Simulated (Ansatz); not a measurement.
# InHCl (SMILES [Cl][InH]): USVWN5/STO-3G

What is the vertical doublet–quartet gap of InHCl at USVWN5/STO-3G? 

Program for the calculation: Ansatz 0.2.0.

69 further runs of the same task are left out: 6 that didn't finish, 63 set aside as unsound or not needed.

### 1 The molecule

InHCl has 3 atoms, charge 0, and is taken as a doublet. As SMILES, `[Cl][InH]`. Geometry: relaxed at PBE0-D4/def2-TZVP.

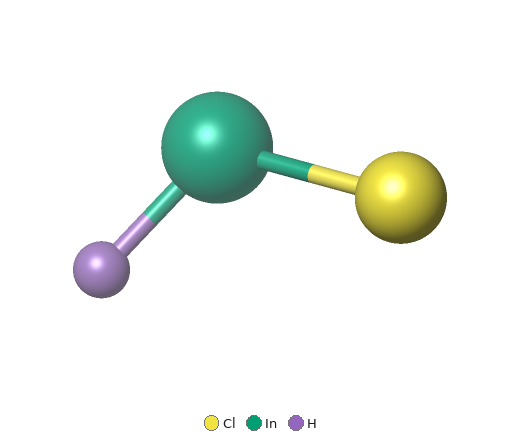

Viewed from a chosen angle; chlorine yellow, indium teal, hydrogen purple.

### 2 The energy at USVWN5/STO-3G

job.yaml reads:

```yaml
basis:
  gaussian:
    orbitals: STO-3G
crystal:
  periodic: [false, false, false]
  atoms:
    - symbol: Cl
      position_ang: [-1.649800, 0.396800, -0.867400]
    - symbol: In
      position_ang: [0.409500, 0.542400, 0.286100]
    - symbol: H
      position_ang: [1.229400, -1.003900, 0.568100]
magnetization:
  spin_polarized: true
  initial_magnetization: 1
hamiltonian:
  xc: {name: SVWN5}
accuracy: high
```

Started as:

```
$ ansatz run job.yaml --threads 1 --pin off --max-ram 2610MiB --events-out events.jsonl --progress --plain --runs-dir runs
```

Log:

```text
Warning: RAYON_NUM_THREADS=1 ignored (pool sized by the plan → 1); use --threads N
Functional definition: SVWN5
  name "SVWN5"
  exchange = slater_x
  correlation = vwn5_c
662 factors; integrals over basis functions are off by at most 8.9e-9 eV
mean field evaluation 1: about -166893.9455 eV, gradient 2.3e1 eV
mean field evaluation 2: about -166867.2781 eV, gradient 6.2e1 eV
mean field evaluation 4: about -166900.6802 eV, gradient 4.1e0 eV
mean field evaluation 8: about -166900.8682 eV, gradient 2.6e-2 eV
mean field evaluation 16: about -166900.8682 eV, gradient 7.6e-7 eV
mean field -166900.86819791 eV, -6133.4937768015 hartree, gradient 1.5e-8 eV, S^2 0.751533; 0 other end points of the search recorded, 0 dependent functions left out
reference -166900.86819960 eV, -6133.4937768638 hartree; 34, 33 occupied and 3, 4 virtual orbitals, 662 factors
Total energy: -166900.86819960 eV, -6133.4937768638 hartree
```

Run time: 1.9 s. Hardware: 1 thread of Arm Neoverse V1, shared host; peak memory 0.12 GiB.

### 3 The quartet

in.yaml reads:

```yaml
crystal:
  periodic: [false, false, false]
  atoms:
    - {symbol: Cl, position_ang: [-1.649800, 0.396800, -0.867400]}
    - {symbol: In, position_ang: [0.409500, 0.542400, 0.286100]}
    - {symbol: H, position_ang: [1.229400, -1.003900, 0.568100]}
basis:
  gaussian:
    orbitals: STO-3G
magnetization:
  spin_polarized: true
  initial_magnetization: 3
hamiltonian:
  xc: {name: SVWN5}
accuracy: high
```

Started as:

```
$ ansatz run in.yaml --threads 1 --pin off --max-ram 2610MiB --events-out events.jsonl --progress --plain --runs-dir runs
```

Log:

```text
Warning: RAYON_NUM_THREADS=1 ignored (pool sized by the plan → 1); use --threads N
Functional definition: SVWN5
  name "SVWN5"
  exchange = slater_x
  correlation = vwn5_c
662 factors; integrals over basis functions are off by at most 8.9e-9 eV
mean field evaluation 1: about -166878.7917 eV, gradient 3.7e1 eV
mean field evaluation 2: about -166857.4915 eV, gradient 5.1e1 eV
mean field evaluation 4: about -166890.9336 eV, gradient 1.7e1 eV
mean field evaluation 8: about -166896.5342 eV, gradient 1.2e-1 eV
mean field evaluation 16: about -166896.5163 eV, gradient 7.6e-6 eV
mean field evaluation 32: about -166896.0511 eV, gradient 1.9e0 eV
mean field evaluation 64: about -166895.6684 eV, gradient 3.6e0 eV
mean field -166896.51632337 eV, -6133.3338483621 hartree, gradient 7.6e-9 eV, S^2 3.750769; 5 other end points of the search recorded, 0 dependent functions left out
reference -166896.51632506 eV, -6133.3338484240 hartree; 35, 32 occupied and 2, 5 virtual orbitals, 662 factors
Total energy: -166896.51632506 eV, -6133.3338484240 hartree
```

Wall time 3.9 s (1 thread of Arm Neoverse V1, shared host); peak memory 0.12 GiB.

### 4 Results

Level: USVWN5/STO-3G.

```
                                        quantity           value
                           doublet: total energy  -6133.49378 Eh
                                   doublet: ⟨S²⟩           0.752
                           quartet: total energy  -6133.33385 Eh
                                   quartet: ⟨S²⟩           3.751
vertical energy of the quartet above the doublet        4.352 eV
```

**Reading.** At this shape the quartet lies 4.35 eV (420 kJ/mol) above the doublet. In a minimal basis such a difference can be off by several eV, whatever the method. Relativity is left out (doublet) although the molecule holds a heavy atom. Relativity is left out (quartet) although the molecule holds a heavy atom.
